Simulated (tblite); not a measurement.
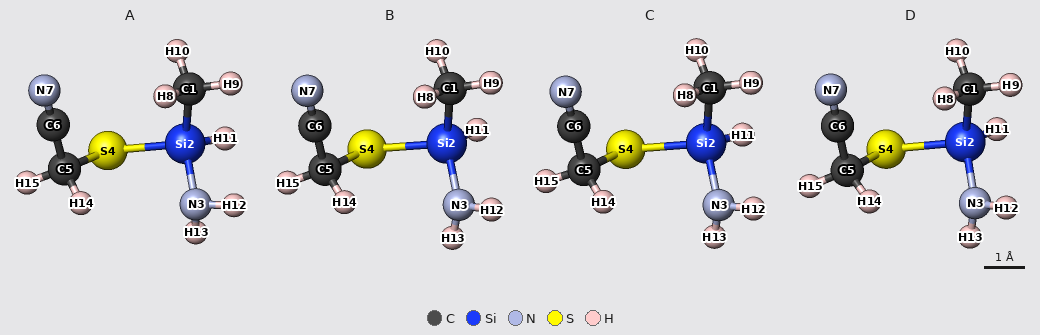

4 geometries from one relaxation of C₃H₈N₂SSi, in shuffled order. Style: ball-and-stick. Shown at a tilt.

Method: GFN2-xTB geometry optimisation, gas phase in tblite. 

Q: Put them in the order of the run, from the start to the converged end.

A: A, C, B, D. They are steps 0, 7, 17, 56, at +33.7 kJ/mol, +8.28 kJ/mol, +1.85 kJ/mol relative to the last. The energy falls by 33.7 kJ/mol in 56 geometry steps. The largest move after the best rigid fit is that of H11, 0.37 Å. Largest moves by element: H 0.37 Å, N 0.21 Å, C 0.13 Å, S 0.09 Å, Si 0.09 Å. Some distances before and after: C1–Si2 1.837 → 1.889 Å, Si2–S4 2.130 → 2.170 Å, C5–C6 1.466 → 1.431 Å, Si2–N3 1.702 → 1.725 Å. Among the angles between lasting bonds that change: N3–Si2–H11 106.2° → 118.3°, Si2–N3–H13 108.2° → 118.9°, Si2–N3–H12 108.6° → 118.8°. Cost: 1.1 s on 1 thread of Intel(R) Xeon(R) Processor @ 2.70GHz (shared host).
